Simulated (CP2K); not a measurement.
**C2H8NPSi+ (SMILES C/N=C\[SiH2][PH2+]) at GFN2-xTB**

What is the vertical ionisation energy of C2H8NPSi+ at GFN2-xTB? 

Program for the calculation: CP2K 2026.2.

2 further runs of the same task are left out: 1 that didn't finish, 1 set aside as unsound or not needed.

**1. The system as given**

C2H8NPSi+ has 13 atoms, charge +1, and is taken as a doublet. SMILES: `C/N=C\[SiH2][PH2+]`. The coordinates come from a GFN2-xTB relaxation. This is one conformer, not always the lowest.

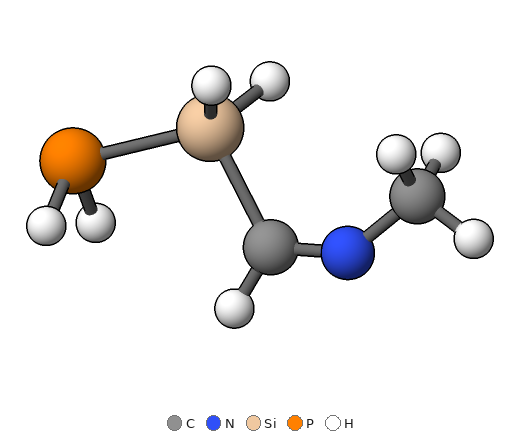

Viewed from a chosen angle; carbon grey, nitrogen blue, silicon light orange, phosphorus orange, hydrogen white.

**2. The energy at GFN2-xTB**

Contents of run.inp:

```
&GLOBAL
   PROJECT_NAME run
   RUN_TYPE ENERGY
   PRINT_LEVEL MEDIUM
&END GLOBAL

&FORCE_EVAL
   METHOD Quickstep
   &DFT
      CHARGE 1
      MULTIPLICITY 2
      UKS T
      &QS
         METHOD XTB
         EPS_DEFAULT 1.0E-10
         &XTB
            GFN_TYPE TBLITE
            &TBLITE
               METHOD GFN2
            &END TBLITE
            CHECK_ATOMIC_CHARGES F
         &END XTB
      &END QS
      # cluster boundary conditions
      &POISSON
         PERIODIC NONE
         POISSON_SOLVER ANALYTIC
      &END POISSON
      &SCF
         SCF_GUESS ATOMIC
         EPS_SCF 1.0E-07
         MAX_SCF 150
         ADDED_MOS 8
         &DIAGONALIZATION
            ALGORITHM STANDARD
         &END DIAGONALIZATION
         &MIXING
            METHOD DIRECT_P_MIXING
            ALPHA 0.4
         &END MIXING
         &SMEAR ON
            METHOD FERMI_DIRAC
            ELECTRONIC_TEMPERATURE [K] 300
         &END SMEAR
      &END SCF
      &PRINT
         &MOMENTS
            PERIODIC F
            REFERENCE COM
            MAX_MOMENT 1
         &END MOMENTS
         &MO ON
            ENERGIES T
            OCCUPATION_NUMBERS T
            NDIGITS 6
            &EACH
               QS_SCF 0
            &END EACH
            ADD_LAST NUMERIC
         &END MO
         &HIRSHFELD OFF
         &END HIRSHFELD
      &END PRINT
   &END DFT
   # structure
   &SUBSYS
      # box in angstrom
      &CELL
         ABC 17.5 15.5 17
         PERIODIC NONE
      &END CELL
      &COORD
         SCALED T
         C    0.38636543   0.55355968   0.59865794
         N    0.44364371   0.57996548   0.54708971
         C    0.49279800   0.54808871   0.50508206
         Si   0.50762600   0.42006419   0.49717206
         P    0.60435457   0.40185516   0.41288676
         H    0.35874600   0.61138161   0.62210382
         H    0.40977114   0.51658032   0.64782853
         H    0.34318714   0.51487323   0.56841971
         H    0.52935743   0.59016484   0.47100265
         H    0.43356371   0.38861839   0.46956147
         H    0.52323800   0.39369903   0.57817206
         H    0.58106314   0.45616032   0.35217147
         H    0.65681286   0.45999323   0.44427088
      &END COORD
   &END SUBSYS
&END FORCE_EVAL
```

Command:

```sh
$ OMP_NUM_THREADS=1 cp2k.psmp -i run.inp > run.out 2>&1
```

The log of the run:

```text
CP2K| version string:                                       CP2K version 2026.2
[...]
 GLOBAL| Method name                                                        CP2K
[...]
 GLOBAL| Run type                                                         ENERGY
[...]
                             - Atoms:                                         13
[...]
                             - Spherical basis functions:                     38
[...]
 Number of electrons:                                                         15
[...]
  *** SCF run converged in    25 steps ***
[...]
  Fermi energy:                                                -0.53370009067002
[...]
 TB_DIPOLE| Moment [Debye]         -1.78631260       0.62492304       1.49732706
 TB_DIPOLE| Derivative [a.u.]       0.00000000       0.00000000       0.00000000
[...]
 ENERGY| Total FORCE_EVAL ( QS ) energy [hartree]            -15.034117350794352
[...]
```

Run time: 0.28 s. Hardware: 1 thread of Arm Neoverse V2, shared host.

**3. Singlet [C2H8NPSi]2+, same level**

Contents of molecule.inp:

```
&GLOBAL
   PROJECT molecule
   RUN_TYPE ENERGY
   PRINT_LEVEL MEDIUM
&END GLOBAL

&FORCE_EVAL
   METHOD QUICKSTEP
   &DFT
      CHARGE 2
      # Quickstep
      &QS
         METHOD XTB
         EPS_DEFAULT 1.0E-10
         &XTB
            GFN_TYPE TBLITE
            &TBLITE
               METHOD GFN2
            &END TBLITE
            CHECK_ATOMIC_CHARGES F
         &END XTB
      &END QS
      # isolated system
      &POISSON
         PERIODIC NONE
         POISSON_SOLVER ANALYTIC
      &END POISSON
      &SCF
         SCF_GUESS ATOMIC
         EPS_SCF 1.0E-07
         MAX_SCF 150
         ADDED_MOS 8
         &DIAGONALIZATION
            ALGORITHM STANDARD
         &END DIAGONALIZATION
         &MIXING
            METHOD DIRECT_P_MIXING
            ALPHA 0.4
         &END MIXING
      &END SCF
      # extra output
      &PRINT
         &MOMENTS
            PERIODIC F
            REFERENCE COM
            MAX_MOMENT 1
         &END MOMENTS
         &MO ON
            ENERGIES T
            OCCUPATION_NUMBERS T
            NDIGITS 6
            &EACH
               QS_SCF 0
            &END EACH
            ADD_LAST NUMERIC
         &END MO
         &HIRSHFELD OFF
         &END HIRSHFELD
      &END PRINT
   &END DFT
   # structure
   &SUBSYS
      &CELL
         ABC 17.5 15.5 17
         PERIODIC NONE
      &END CELL
      &COORD
         SCALED T
         C    0.38636543   0.55355968   0.59865794
         N    0.44364371   0.57996548   0.54708971
         C    0.49279800   0.54808871   0.50508206
         Si   0.50762600   0.42006419   0.49717206
         P    0.60435457   0.40185516   0.41288676
         H    0.35874600   0.61138161   0.62210382
         H    0.40977114   0.51658032   0.64782853
         H    0.34318714   0.51487323   0.56841971
         H    0.52935743   0.59016484   0.47100265
         H    0.43356371   0.38861839   0.46956147
         H    0.52323800   0.39369903   0.57817206
         H    0.58106314   0.45616032   0.35217147
         H    0.65681286   0.45999323   0.44427088
      &END COORD
   &END SUBSYS
&END FORCE_EVAL
```

Command:

```sh
$ OMP_NUM_THREADS=1 cp2k.psmp -i molecule.inp -o molecule.out
```

The log of the run:

```text
CP2K| version string:                                       CP2K version 2026.2
[...]
 GLOBAL| Method name                                                        CP2K
[...]
 GLOBAL| Run type                                                         ENERGY
[...]
                             - Atoms:                                         13
[...]
                             - Spherical basis functions:                     38
[...]
 Number of electrons:                                                         28
[...]
  *** SCF run converged in    27 steps ***
[...]
  Fermi energy:                                                -0.73157123215440
[...]
 TB_DIPOLE| Moment [Debye]         -1.28377541       0.73585086       1.06948008
 TB_DIPOLE| Derivative [a.u.]       0.00000000       0.00000000       0.00000000
[...]
 ENERGY| Total FORCE_EVAL ( QS ) energy [hartree]            -14.403961865750292
[...]
```

Wall time 0.24 s (1 thread of Arm Neoverse V2, shared host).

**4. Outcome**

Level: GFN2-xTB.

```
                                             quantity         value
                      doublet C2H8NPSi+: total energy  -15.03412 Eh
doublet C2H8NPSi+: HOMO energy (highest over α and β)     -14.66 eV
 doublet C2H8NPSi+: LUMO energy (lowest over α and β)     -14.38 eV
                   singlet [C2H8NPSi]2+: total energy  -14.40396 Eh
                    singlet [C2H8NPSi]2+: HOMO energy     -20.18 eV
                    singlet [C2H8NPSi]2+: LUMO energy     -19.63 eV
                  singlet [C2H8NPSi]2+: HOMO–LUMO gap       0.56 eV
 vertical ionisation energy (to the singlet dication)     17.147 eV
```

What this shows: Removing an electron at fixed nuclei costs 17.15 eV (395 kcal/mol). Only the singlet of the ionised species was computed; a triplet could lie lower. xTB total energies overstate such differences by several eV unless an empirical shift is taken off; none is applied here.
